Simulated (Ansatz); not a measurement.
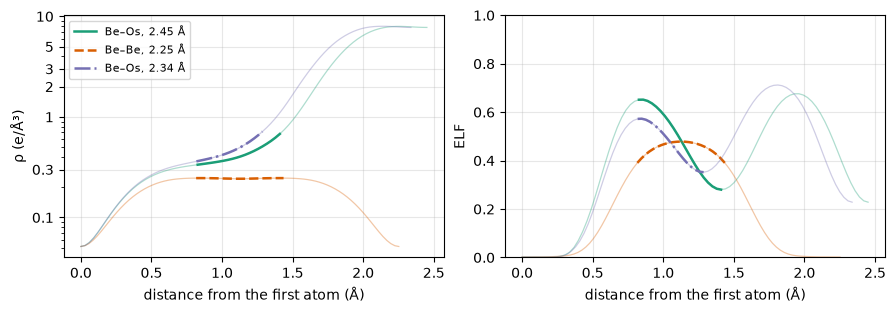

Figure. Be₄Os. Valence electron density and ELF along straight lines between neighbouring atoms. Thin, pale parts lie inside the atomic spheres.

Space group I4/m; a structure generated by program, which may or may not match a known phase; computed without spin polarisation.

The calculation used DFT PBE, scalar-relativistic, plane waves, PAW (Ansatz 0.2.0).

Core electrons are frozen (PAW), and the valence fields are smoothed inside the atomic spheres.

Input file:

```
crystal:
  lattice:
    - [-2.7824491029, 2.7824491029, 1.5462903516]
    - [2.7824491029, -2.7824491029, 1.5462903516]
    - [2.7824491029, 2.7824491029, -1.5462903516]
  atoms:
    - { symbol: Be, position: [0.7952838491, 0.389980178, 0.1852640271] }
    - { symbol: Be, position: [0.389980178, 0.2047161509, 0.5946963288] }
    - { symbol: Be, position: [0.610019822, 0.7952838491, 0.4053036712] }
    - { symbol: Be, position: [0.2047161509, 0.610019822, 0.8147359729] }
    - { symbol: Os, position: [0.0, 0.0, 0.0] }
basis:
  ecutwfc: 420
kpoints:
  mp_grid: { grid: [14, 14, 14] }
  band_path:
    path:
      - [[0.0, 0.0, 0.0], [-0.5, 0.5, 0.0], [-0.5, 0.5, 0.5], [0.0, 0.0, 0.0], [-0.32720895, -0.32720895, 0.32720895]]
      - [[-0.67279105, 0.32720895, 0.67279105], [-0.5, 0.5, 0.5]]
      - [[-0.5, 0.5, 0.0], [-0.75, 0.25, 0.25], [-0.5, 0.0, 0.5], [0.0, 0.0, 0.0]]
    npoints: 14
hamiltonian:
  xc: pbe
scf:
  occupations: { method: gaussian, width: 0.1 }
  n_extra_bands: 12
output:
  forces: true
  stress: true
  eigenvalues: true
  populations: true
  dos: { projected: true, de: 0.02, nscf_kmesh: { grid: [17, 17, 17] } }
  bader: true
  write_density: true
  write_potential: true
  elf: true
  volumetric_format: npy
```

Command:

```sh
ansatz run input.yaml --threads 1 --pin off --max-ram 2560MiB --backend cpu --events-out ev --progress --plain --runs-dir out
```

Below, planes, directions and counts refer to the conventional cell (a = 5.56 Å, b = 5.56 Å, c = 3.09 Å, α = 90.00°, β = 90.00°, γ = 90.00°).

What can be read from the curves?

Be–Os (2.45 Å): ρ at the midpoint is about 0.46 e/Å³; the ELF is about 0.40 at the midpoint.
Be–Be (2.25 Å): the density is about 0.24 e/Å³ at the midpoint; the ELF is about 0.50 at the midpoint.
Be–Os (2.34 Å): ρ at the midpoint is about 0.54 e/Å³; the ELF is about 0.40 at the midpoint.
